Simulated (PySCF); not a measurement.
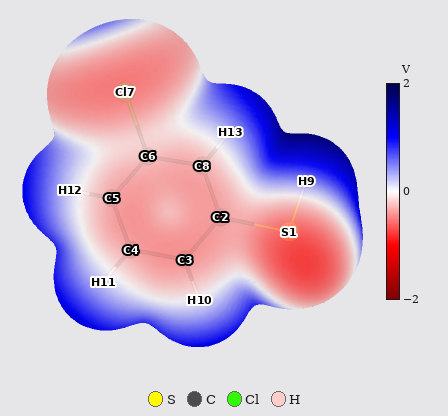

Figure 1: C$_{6}$H$_{5}$ClS. The molecular electrostatic potential painted on the density surface at 0.002 e/bohr³, seen across its widest extent; red is negative and blue positive.

Geometry: GFN2-xTB.

These are results of PySCF 2.14.0, PBE0/pcSseg-1, SCF density, gas phase, non-relativistic, not measurements.

```yaml
atoms:
  - { symbol: S, position_ang: [2.8626, -0.2116, -0.0253] }
  - { symbol: C, position_ang: [1.0989, -0.1470, -0.0082] }
  - { symbol: C, position_ang: [0.3943, -1.3452, 0.0342] }
  - { symbol: C, position_ang: [-0.9868, -1.3256, 0.0507] }
  - { symbol: C, position_ang: [-1.6789, -0.1259, 0.0215] }
  - { symbol: C, position_ang: [-0.9635, 1.0595, -0.0234] }
  - { symbol: Cl, position_ang: [-1.8065, 2.5679, -0.0687] }
  - { symbol: C, position_ang: [0.4210, 1.0643, -0.0362] }
  - { symbol: H, position_ang: [3.0561, 1.1055, -0.0644] }
  - { symbol: H, position_ang: [0.9334, -2.2796, 0.0544] }
  - { symbol: H, position_ang: [-1.5344, -2.2545, 0.0861] }
  - { symbol: H, position_ang: [-2.7566, -0.1084, 0.0308] }
  - { symbol: H, position_ang: [0.9560, 2.0012, -0.0694] }
```

> Describe the electrostatic potential map.

The most negative region (about −0.7 V) lies over S1, the most positive (about +1.7 V) over H9. Cl7 shows a σ-hole: about +0.5 V at the tip opposite its bond, against about −0.4 V on its flanks.

> How polar is the molecule by this calculation?

Its dipole moment is 0.58 D.
